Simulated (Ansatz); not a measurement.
# Si2H6O (SMILES O[SiH2][SiH3]): HF/STO-3G

What is the vertical electron affinity of Si2H6O at HF/STO-3G? 

The results are computed with Ansatz 0.2.0.

30 further runs of the same task are left out: 30 set aside as unsound or not needed.

## Step 1: The structure to begin with

Si2H6O: 9 atoms, total charge 0, spin state singlet. SMILES: `O[SiH2][SiH3]`. The shape is that of a PBE0-D4/def2-TZVP optimisation. This is one conformer, not always the lowest.

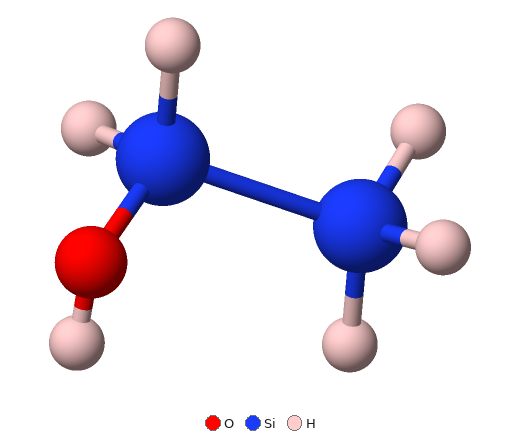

The structure, seen from a chosen angle (oxygen red, silicon blue, hydrogen pink).

## Step 2: The energy at HF/STO-3G

Input file in.yaml:

```yaml
crystal:
  periodic: [false, false, false]
  atoms:
    - symbol: O
      position_ang: [-1.609000, 1.039900, -0.762000]
    - symbol: Si
      position_ang: [0.004800, 0.933100, -0.415900]
    - symbol: Si
      position_ang: [0.544200, -1.038400, 0.738600]
    - symbol: H
      position_ang: [-1.996600, 0.341400, -1.290800]
    - symbol: H
      position_ang: [0.830600, 0.994500, -1.657800]
    - symbol: H
      position_ang: [0.311400, 2.125200, 0.413000]
    - symbol: H
      position_ang: [2.012900, -1.104800, 0.974500]
    - symbol: H
      position_ang: [0.146200, -2.228200, -0.066200]
    - symbol: H
      position_ang: [-0.156000, -1.109100, 2.049500]
basis:
  gaussian: {orbitals: STO-3G}
output: {orbitals: {seedname: orbitals}}
hamiltonian: {xc: hf}
accuracy: high
```

Launch:

```sh
$ ansatz run in.yaml --threads 1 --pin off --max-ram 3480MiB --events-out events.jsonl --progress --plain --runs-dir runs
```

The program printed:

```text
Warning: RAYON_NUM_THREADS=1 ignored (pool sized by the plan → 1); use --threads N
Functional definition: HF
  name "HF"
  exchange = exact_x
  correlation = 0
560 factors; integrals over basis functions are off by at most 2.4e-8 eV
mean field evaluation 1: about -17646.1273 eV, gradient 2.1e1 eV
mean field evaluation 2: about -17646.1600 eV, gradient 2.1e1 eV
mean field evaluation 4: about -17647.7863 eV, gradient 1.0e0 eV
mean field evaluation 8: about -17647.7914 eV, gradient 2.5e-6 eV
mean field -17647.79137405 eV, -648.5443708939 hartree, gradient 9.6e-9 eV, S^2 0.000000; 0 other end points of the search recorded, 0 dependent functions left out
reference -17647.79137405 eV, -648.5443708939 hartree; 21, 21 occupied and 8, 8 virtual orbitals, 560 factors
Total energy: -17647.79137405 eV, -648.5443708939 hartree
```

It took 0.24 s on 1 thread of Arm Neoverse V1, shared host.

## Step 3: The doublet anion

Input file input.yaml:

```yaml
basis:
  gaussian: {orbitals: STO-3G}
crystal:
  periodic: [false, false, false]
  atoms:
    - {symbol: O, position_ang: [-1.609000, 1.039900, -0.762000]}
    - {symbol: Si, position_ang: [0.004800, 0.933100, -0.415900]}
    - {symbol: Si, position_ang: [0.544200, -1.038400, 0.738600]}
    - {symbol: H, position_ang: [-1.996600, 0.341400, -1.290800]}
    - {symbol: H, position_ang: [0.830600, 0.994500, -1.657800]}
    - {symbol: H, position_ang: [0.311400, 2.125200, 0.413000]}
    - {symbol: H, position_ang: [2.012900, -1.104800, 0.974500]}
    - {symbol: H, position_ang: [0.146200, -2.228200, -0.066200]}
    - {symbol: H, position_ang: [-0.156000, -1.109100, 2.049500]}
accuracy: high
hamiltonian: {xc: hf}
total_charge: -1
output: {orbitals: {seedname: orbitals}}
magnetization: {spin_polarized: true, initial_magnetization: 1}
```

Launch:

```sh
$ ansatz run input.yaml --threads 1 --pin off --max-ram 3480MiB --events-out events.jsonl --progress --plain --runs-dir runs
```

The program printed:

```text
Warning: RAYON_NUM_THREADS=1 ignored (pool sized by the plan → 1); use --threads N
[... 4 set-up lines as earlier in the session ...]
562 factors; integrals over basis functions are off by at most 2.4e-8 eV
mean field evaluation 1: about -17635.5233 eV, gradient 1.0e1 eV
mean field evaluation 2: about -17635.6515 eV, gradient 1.0e1 eV
mean field evaluation 4: about -17637.4032 eV, gradient 2.0e0 eV
mean field evaluation 8: about -17637.6120 eV, gradient 6.9e-2 eV
mean field evaluation 16: about -17637.6116 eV, gradient 2.4e-8 eV
mean field evaluation 32: about -17632.6927 eV, gradient 1.5e1 eV
mean field -17637.61160274 eV, -648.1702711981 hartree, gradient 2.4e-8 eV, S^2 0.751701; 0 other end points of the search recorded, 0 dependent functions left out
reference -17637.61160274 eV, -648.1702711981 hartree; 22, 21 occupied and 7, 8 virtual orbitals, 562 factors
Total energy: -17637.61160274 eV, -648.1702711981 hartree
```

Wall time 0.44 s (1 thread of Arm Neoverse V1, shared host).

## Step 4: What came out

Level: HF/STO-3G.

| quantity | value |
| --- | --- |
| singlet Si2H6O: total energy | -648.54437 Eh |
| singlet Si2H6O: HOMO energy | -7.92 eV |
| singlet Si2H6O: LUMO energy | 10.83 eV |
| singlet Si2H6O: HOMO–LUMO gap | 18.75 eV |
| doublet anion: total energy | -648.17027 Eh |
| doublet anion: HOMO energy (highest over α and β) | 9.54 eV |
| doublet anion: LUMO energy (lowest over α and β) | 19.55 eV |
| doublet anion: ⟨S²⟩ | 0.752 |
| vertical electron affinity (to the doublet anion) | -10.180 eV |

What this shows: The anion lies 10.18 eV (235 kcal/mol) above the neutral: the electron isn't bound at this level, and such a value depends on the basis. Without diffuse functions anions come out too high. Hartree–Fock misses the correlation that binds many anions. In a minimal basis such a difference can be off by several eV, whatever the method. The HOMO (doublet anion) lies at positive energy, 9.54 eV: the electron is unbound at this level or held by a compact basis; values depend on the basis.
